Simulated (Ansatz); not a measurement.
The reference is SnS in the GeS type structure (space group Pnma, No. 62; a = 11.155 Å, b = 4.000 Å, c = 4.261 Å). Axes: x, y, z lie along a, b, c of the conventional cell.

Modification: biaxial strain −0.26 %, plane normal [001], relaxed out of plane (Cartesian); in-plane vectors clamped, the third vector and the atoms free.

Method: PBE-D3(BJ) in Ansatz (plane waves to 420 eV, PAW, spin-orbit coupling left out), earlier PAW set.

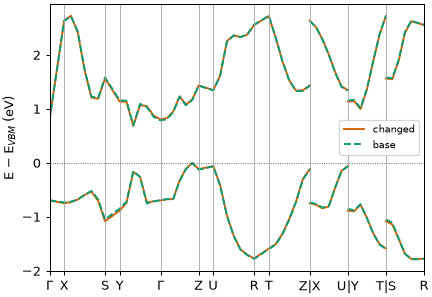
Highest valence and lowest conduction band along the path, each from its own valence-band maximum

The gap is 0.68 eV, indirect, Γ–Z (83 % along) → Y–Γ (33 % along); the base has 0.70 eV.

Stability against distortions was not tested.

Ansatz is an electronic-structure program.
